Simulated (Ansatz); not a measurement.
# MgBrF (1T monolayer (Janus)): the G0W0 gap against the k mesh

Wanted: mesh convergence of the gap correction in MgBrF (1T monolayer (Janus)).

Calculated with Ansatz 0.2.0; G0W0 on LDA, plane waves, PAW.

## 1. The structure

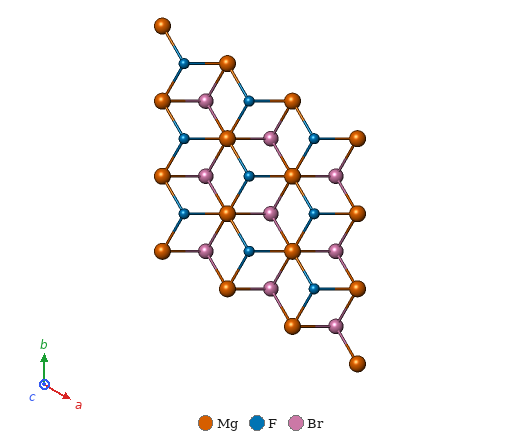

The cell as given, from above (magnesium orange, fluorine blue, bromine pink). 3×3×1 cells are drawn. Some periodic images of atoms are drawn too.

The cell holds 3 atoms: 1 Mg, 1 F and 1 Br. Cell: a = 3.414 Å, b = 3.414 Å, c = 28.000 Å, α = 90.0°, β = 90.0°, γ = 120.0°. Vacuum lies along c.

The structure was relaxed with LDA. The runs that relaxed it are not among those shown. The default PAW set here is soft_2. Its files were made with PBE. The Coulomb interaction is cut off across the vacuum.

## 2. The 3×3×1 mesh

Now the one-shot GW correction: screening in the RPA, then the self-energy of the levels asked for.

input.yaml

```yaml
crystal:
  lattice:
    - [3.4137877791, 0.0, 0.0]
    - [-1.7068938896, 2.9564269398, 0.0]
    - [0.0, 0.0, 28.0]
  atoms:
    - { symbol: Mg, position: [0.0, 0.0, 0.5146408325] }
    - { symbol: F, position: [0.3333333333, 0.6666666667, 0.5432973803] }
    - { symbol: Br, position: [0.6666666667, 0.3333333333, 0.4567026197] }
  periodic: [true, true, false]
kpoints:
  mp_grid: { grid: [3, 3, 1] }
hamiltonian:
  xc: lda
scf:
  occupations: { method: fixed }
gw:
  n_empty_bands: 174
  ecut_chi: 42.0
  qp_bands: [v2, c2]
  qp_kpoints: band_edges
  screening: { model: contour_deformation }
```

Run with:

```sh
$ ansatz run input.yaml --threads 4 --pin off --max-ram 13824MiB --backend cpu --events-out ev --progress --plain --runs-dir out
```

Numbers of over 12 decimals in the logs are rounded to 6 here.

What it wrote:

```text
Engine: ansatz 0.2.0, aarch64-unknown-linux-gnu
Pseudopotentials: kind: paw
Pseudopotential: Mg, paw, valence charge 10, recommended cutoff 420 eV (normal), Mg.paw.azcp
Pseudopotential: F, paw, valence charge 7, recommended cutoff 420 eV (normal), F.paw.azcp
Pseudopotential: Br, paw, valence charge 7, recommended cutoff 420 eV (normal), Br.paw.azcp
Functional definition: SPW92
  exchange = slater_x
  correlation = pw_c
Crystal: 3 atoms, lattice volume = 282.593 Å³
Basis set: ecut = 420 eV, 5517 PW (Γ)
Bands: 16, of which v1, the nominal top of the filled ones, is band 12 counted from 1 (11 counted from 0)
Symmetry: 6 space group operations
Space group: P3m1 (ITA 156), of the structure as read, at distance tolerance 6.6e-5 Å
k-points: 3 of 9 (time reversal used)
Non-local potential: Mg, projectors of the file, l = 0: 3, l = 1: 2, l = 2: 1
Non-local potential: F, projectors of the file, l = 0: 2, l = 1: 2, l = 2: 1
Non-local potential: Br, projectors of the file, l = 0: 2, l = 1: 2, l = 2: 2
PAW form: soft (Blöchl's): semilocal exchange-correlation on the pseudo side does not see the compensation charge
PAW frozen core: Mg, regenerated for the run's functional, and the local potential with it (the file was generated under x = pbe(κ = 0.804, μ = 0.219515), c = pbe(β = 0.066725))
PAW frozen core: F, regenerated for the run's functional, and the local potential with it (the file was generated under x = pbe(κ = 0.804, μ = 0.219515), c = pbe(β = 0.066725))
PAW frozen core: Br, regenerated for the run's functional, and the local potential with it (the file was generated under x = pbe(κ = 0.804, μ = 0.219515), c = pbe(β = 0.066725))
PAW one-centre angular grid: Mg, 110 points (default); XC on 64 Gauss nodes
PAW one-centre angular grid: F, 110 points (default); XC on 64 Gauss nodes
PAW one-centre angular grid: Br, 110 points (default); XC on 64 Gauss nodes
Initial density: superposition of atomic densities (neutral atoms: chi_scale 0, normalization atom), corrected by the library's trained network
Initial wavefunctions: pseudopotential atomic-orbital guess
Functional: x = slater, c = lda
SCF iter   1: F=—  HF=-5393.155445 eV  |F-HF|=—  |Δ(HF+E_count)|=         —  Δρ=4.78e-3  dr2=5.44e-2  ethr=1.77e-3  ⟨swp⟩=7.7  Hψ=301  notcnv=0  defer=6
preconditioner: auto → none  [insulator: Δε(μ)=2.258 eV  Ē_g=11.450 eV  n_scr=16 (ndim 8)  ℏωp=8.3 eV  f_vac=0.790  ε∞_Penn≈1.5]
SCF iter   2: F=—  HF=-5393.139213 eV  |F-HF|=—  |Δ(HF+E_count)|=   1.62e-2  Δρ=2.35e-3  dr2=1.18e-2  ethr=2.27e-4  ⟨swp⟩=4.3  Hψ=126  notcnv=0  defer=6
SCF iter   3: F=—  HF=-5393.136202 eV  |F-HF|=—  |Δ(HF+E_count)|=   3.01e-3  Δρ=5.84e-4  dr2=1.30e-3  ethr=4.91e-5  ⟨swp⟩=4.0  Hψ=93  notcnv=0  defer=6
SCF iter   4: F=—  HF=-5393.136114 eV  |F-HF|=—  |Δ(HF+E_count)|=   8.82e-5  Δρ=3.47e-4  dr2=5.86e-4  ethr=5.40e-6  ⟨swp⟩=4.7  Hψ=104  notcnv=0  defer=6
SCF iter   5: F=—  HF=-5393.136035 eV  |F-HF|=—  |Δ(HF+E_count)|=   7.96e-5  Δρ=1.19e-4  dr2=2.07e-5  ethr=2.44e-6  ⟨swp⟩=3.0  Hψ=74  notcnv=0  defer=6
SCF iter   6: F=—  HF=-5393.136065 eV  |F-HF|=—  |Δ(HF+E_count)|=   3.02e-5  Δρ=2.13e-5  dr2=7.89e-7  ethr=8.63e-8  ⟨swp⟩=3.3  Hψ=96  notcnv=0  defer=6
iter 7 met the thresholds in force, and the SCF goes on: an eigenvalue changes by 18.60 meV, over its tolerance of 10.00 meV (output.eigenvalues, Limitations)
SCF iter   7: F=-5393.136071 eV  HF=-5393.136070 eV  |F-HF|=3.98e-7  |Δ(HF+E_count)|=   5.73e-6  Δρ=4.90e-6  dr2=3.54e-8  ethr=4.17e-10  ⟨swp⟩=15.3  Hψ=323  notcnv=0
SCF iter   8: F=-5393.136071 eV  HF=-5393.136071 eV  |F-HF|=4.50e-9  |Δ(HF+E_count)|=   4.03e-7  Δρ=1.01e-6  dr2=2.68e-9  ethr=1.48e-10  ⟨swp⟩=6.7  Hψ=237  notcnv=0
SCF 1 converged in 8 iterations: F = -5393.136071 eV  dr2 = 2.68e-9
[...]
NSCF: frozen V_eff on 3 k-points
G₀W₀ screening: q 1/3
[... further progress lines ...]
NSCF: frozen V_eff on 1 k-points
SCF converged after 8 iterations
an eigenvalue changed by more than its tolerance at an iteration that met the thresholds in force, so the SCF went on 1 time: the last check found none over its tolerance
Free energy (F): -5393.136071 eV
Harris-Foulkes:  -5393.136071 eV  (|F-HF|=4.50e-9)
Internal energy: -5393.136071 eV  (E = F + TS)
E sigma→0 (E₀):  -5393.136071 eV
Fermi energy:    -5.676227 eV
--- Per-component energies (eV) ---
  E_band       = -658.711026
  E_kinetic    = 419.323055
  E_local      = -32308.372264  (includes V_loc(G=0)·N_el)
  E_nonlocal   = 243.987735
  E_hartree    = 15670.172904
  E_xc         = -370.033401
  E_vxc        = -245.773947  (∫ρ·V_xc dr)
  E_paw        = -2619.632981  (= ΣΔE_a)
  E_vpaw       = -108.224950  (= ΣTr[D̂ρ^β])
  E_aug_tail   = 0.002044  (compensation charges beyond the density's cutoff)
  E_ewald      = 13570.946594
  E_core_change = 0.470242  (= ΣΔE_core)
  E_smearing   = -0.000000  (= −TS)
  E_closure    = -0.000000  (closes the sum)
  Σ components = -5393.136071   (vs F -5393.136071, Δ=0.00e0)
--- Band table (eV) ---
  k-point 0: bands = [... 8 lower, -10.9337, -8.6317, -5.6762, -5.6762, -3.2078, -0.7739, -0.1257, 0.4142]
  k-point 1: bands = [... 8 lower, -10.9986, -8.9712, -7.9339, -6.4791, -1.1649, 0.7321 (0.7316°), 1.0964, 1.4948]
  k-point 2: bands = [... 8 lower, -10.9285, -9.1088, -8.5651, -7.5758, 0.6654, 1.5495, 1.8238, 2.2908]
  ° read free of the cell's end (the report's vacuum.weakly_bound_levels)
--- G₀W₀: contour deformation, 6 samples at zero and on the imaginary axis and 1 off it, 9 q-points, 174 empty bands' worth ---
  eigenvalues of the whole cell's RPA ε∞ on this k-mesh (on a slab, of 1 + 4πα/V) = 1.1145, 1.5543, 1.5543; static W/v taken at q = 0 is 0.731466
  gw.qp_kpoints: band_edges: 2 of 3 stored k-points solved, in 1 pass; an edge of the gap read off the rows below is read off those points alone
    valence top: of the k-points left out ik 2 came nearest to being solved in a further pass, in band 12 (counted from 1, as in the quasiparticle table): it holds the edge there only if its correction is more favourable than any solved in that band by at least 1.900 eV; those differ by 0.096 eV
    conduction bottom: of the k-points left out ik 2 came nearest to being solved in a further pass, in band 14 (counted from 1, as in the quasiparticle table): it holds the edge there only if its correction is more favourable than any solved in that band by at least 3.578 eV; those differ by 1.376 eV
    ik  band        ε_KS         Σx   Σc(E_QP)       V_xc       Z   E_QP_lin       E_QP  E_QP is
     0    11     -5.6762   -20.8963     2.3045   -17.4453  0.8120    -6.8489    -6.8227  root
     0    12     -5.6762   -20.8963     2.3045   -17.4453  0.8120    -6.8489    -6.8227  root
     0    13     -3.2078    -5.2547    -2.5719    -9.2688  0.8610    -1.7256    -1.7655  root
     0    14     -0.7739    -0.9384    -0.7462    -1.9471  0.9547    -0.5120    -0.5113  root
     1    11     -7.9339   -20.4969     2.5771   -16.5035  0.8036    -9.3984    -9.3502  root
     1    12     -6.4791   -20.4245     2.4124   -16.7692  0.8072    -7.7565    -7.7220  root
     1    13     -1.1649    -5.7662    -2.7064   -10.1011  0.8541     0.5273     0.4635  root
     1    14      0.7321    -5.3761    -2.9348    -9.9498  0.8479     2.4343     2.3711  root
```

The job ended after 9.4 s (4 threads of Arm Neoverse V1, shared host; peak memory 1 GiB; 34 s of CPU time).

Numbers from this step:

* bands summed: 186
* plane waves in the screening matrix: 167
* q-points in the mesh: 9
* G0W0 gap on the mesh: 5.057 eV
* k of the valence top: 0, 0, 0
* k of the conduction bottom: 0, 0, 0
* starting gap on the mesh: 2.468 eV
* Z at the valence top: 0.8120
* Z at the conduction bottom: 0.8610
* least direct G0W0 gap on the computed points: 5.057 eV

The gap on the mesh goes from 2.47 eV to 5.06 eV, a correction of +2.59 eV. Between the two edge states, bare exchange in place of the xc potential would open the gap by 7.47 eV, and correlation takes back 4.88 eV.

## 3. The 6×6×1 mesh

Only the mesh changes. It samples the long-range screening, which converges on its own terms.

input.yaml, as its differences from that of step 2:

```diff
@@ -11,3 +11,3 @@
 kpoints:
-  mp_grid: { grid: [3, 3, 1] }
+  mp_grid: { grid: [6, 6, 1] }
 hamiltonian:
```

What it wrote:

```text
[...]
Crystal: 3 atoms, lattice volume = 282.593 Å³
Basis set: ecut = 420 eV, 5517 PW (Γ)
Bands: 16, of which v1, the nominal top of the filled ones, is band 12 counted from 1 (11 counted from 0)
Symmetry: 6 space group operations
[...]
k-points: 7 of 36 (time reversal used)
[...]
SCF iter   1: F=—  HF=-5393.282384 eV  |F-HF|=—  |Δ(HF+E_count)|=         —  Δρ=4.78e-3  dr2=5.69e-2  ethr=1.77e-3  ⟨swp⟩=7.1  Hψ=696  notcnv=0  defer=14
[...]
SCF iter   8: F=-5393.262800 eV  HF=-5393.262800 eV  |F-HF|=3.43e-9  |Δ(HF+E_count)|=   2.67e-7  Δρ=8.35e-7  dr2=1.95e-9  ethr=1.57e-10  ⟨swp⟩=6.4  Hψ=492  notcnv=0
SCF 1 converged in 8 iterations: F = -5393.262800 eV  dr2 = 1.95e-9
[...]
NSCF: frozen V_eff on 7 k-points
G₀W₀ screening: q 1/7
[... further progress lines ...]
SCF converged after 8 iterations
[...]
Free energy (F): -5393.262800 eV
[...]
0    11     -5.7323   -20.6420     2.0075   -17.4497  0.8312    -6.9327    -6.9171  root
     0    12     -5.7323   -20.6420     2.0075   -17.4497  0.8312    -6.9327    -6.9171  root
     0    13     -3.2174    -5.2328    -2.3273    -9.2781  0.8832    -1.4698    -1.4995  root
     0    14     -0.7758    -0.9569    -0.6742    -1.9783  0.9568    -0.4282    -0.4287  root
     1    11     -7.1386   -19.7515     2.1910   -16.2062  0.8197    -8.5215    -8.4930  root
     1    12     -6.0262   -20.4592     2.0551   -17.1725  0.8289    -7.2755    -7.2578  root
     1    13     -2.5925    -5.4865    -2.3073    -9.5451  0.8811    -0.8066    -0.8411  root
     1    14     -0.2884    -0.9638    -0.6874    -2.0143  0.9552     0.0747     0.0746  root
[...]
5    11     -7.7476   -20.2565     2.3197   -16.3874  0.8213    -9.3324    -9.2970  root
     5    12     -7.5464   -19.8324     2.3692   -16.0153  0.8154    -9.0297    -8.9943  root
     5    13     -0.1599    -6.5766    -2.7563   -11.4082  0.8632     1.9829     1.9153  root
     5    14      0.9675    -5.4032    -2.7207   -10.0021  0.8632     2.8923     2.8456  root
[key lines of the parts left out:]
Fermi energy:    -5.732302 eV
```

It took 33 s on 4 threads; peak memory 1.4 GiB.

Numbers from this step:

| Item | Value |
| --- | --- |
| bands summed | 186 |
| plane waves in the screening matrix | 167 |
| q-points in the mesh | 36 |
| G0W0 gap on the mesh | 5.418 eV |
| k of the valence top | 0, 0, 0 |
| k of the conduction bottom | 0, 0, 0 |
| starting gap on the mesh | 2.515 eV |
| Z at the valence top | 0.8312 |
| Z at the conduction bottom | 0.8832 |
| least direct G0W0 gap on the computed points | 5.418 eV |

Against the run with 3×3×1 mesh, 174 empty bands, screening to 42 eV, the gap moves by +0.36 eV, while the start moved by +0.05 eV.

## 4. The 9×9×1 mesh

input.yaml, as its differences from that of step 3:

```diff
@@ -11,3 +11,3 @@
 kpoints:
-  mp_grid: { grid: [6, 6, 1] }
+  mp_grid: { grid: [9, 9, 1] }
 hamiltonian:
```

What it wrote:

```text
[...]
Crystal: 3 atoms, lattice volume = 282.593 Å³
Basis set: ecut = 420 eV, 5517 PW (Γ)
Bands: 16, of which v1, the nominal top of the filled ones, is band 12 counted from 1 (11 counted from 0)
Symmetry: 6 space group operations
[...]
k-points: 12 of 81 (time reversal used)
[...]
1    14     -0.5552    -0.9242    -0.6586    -1.9347  0.9577    -0.2029    -0.2032  root
[...]
11    11     -8.6046   -20.9207     2.9336   -16.3160  0.8018   -10.3382   -10.2756  root
    11    12     -7.6221   -20.2391     2.2676   -16.4402  0.8232    -9.1846    -9.1532  root
    11    13      0.6553    -7.7948    -3.0364   -13.1443  0.8517     3.0587     2.9682  root
    11    14      1.5366    -6.0557    -2.9161   -11.0622  0.8555     3.6888     3.6270  root
[key lines of the parts left out:]
SCF converged after 8 iterations
Free energy (F): -5393.264339 eV
Fermi energy:    -5.734250 eV
```

Elapsed: 1.8 min, on 4 threads; peak memory 1.4 GiB.

This step gave:

```yaml
bands_summed: 186
plane_waves_in_the_screening_matrix: 167
g0w0_gap_on_the_mesh: 5.432 eV
k_of_the_valence_top: 0, 0, 0
k_of_the_conduction_bottom: 0, 0, 0
starting_gap_on_the_mesh: 2.517 eV
least_direct_g0w0_gap_on_the_computed_points: 5.432 eV
```

Against the run with 6×6×1 mesh, 174 empty bands, screening to 42 eV, the gap moves by +0.015 eV.

## 5. The meshes together

Times are wall times on 4 threads of Arm Neoverse V1, shared host, good to a factor of about two.

```csv
mesh,points,irreducible,start (eV),G0W0 (eV),shift (eV),mean of 1 + 4πα/V (set by the cell height),time
3×3×1,9,3,2.468,5.057,+2.589,1.41,9.4 s
6×6×1,36,7,2.515,5.418,+2.903,1.31,33 s
9×9×1,81,12,2.517,5.432,+2.916,1.30,1.8 min
```

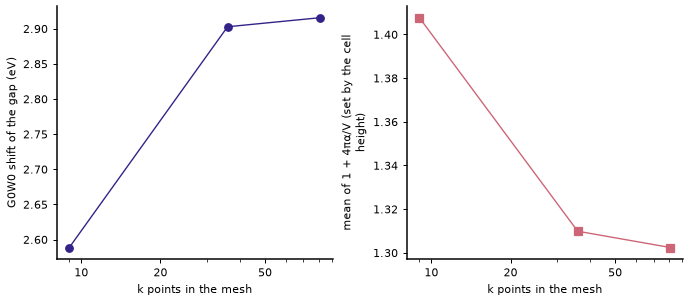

Shift and screening against the mesh.

## 6. What came out

| Quantity | Value |
| --- | --- |
| 3×3×1 | 5.057 eV (shift +2.589) |
| 6×6×1 | 5.418 eV (shift +2.903) |
| 9×9×1 | 5.432 eV (shift +2.916) |
| settings | LDA start, 174 empty bands, 42 eV |

The shift is +2.59 eV on 3×3×1 and +2.92 eV on 9×9×1; the last step moves it by +0.013 eV. The mean of 1 + 4πα/V (set by the cell height) ranges from 1.30 to 1.41 and ends at 1.30. From 9 to 81 points the time grows 11-fold. Bands and cutoff are modest here, so the values stand off the basis limit. The mesh in the plane is coarse for a sheet; gap and any exciton binding can still move on denser ones. The many-body steps are scalar-relativistic: spin-orbit coupling is not in them.

[Paths, hosts, dates, memory and timing lines, banners, echoed tables and standing remarks are left out of the program output.]

[Logs are printed without paths, hosts, clocks, repeated set-up lines and the standing remarks that a program may print on its own settings, such as how far it seeks lower states.]

[Runs of the session that timed out or met a known fault of the program may be left out.]

[Cells called generated may have been cut or substituted from an entry of the Crystallography Open Database or the Materials Project.]

[Hosts, paths, dates, database ids (printed as entryN), source tags and the programs' standing remarks are cut or masked in the printed files.]
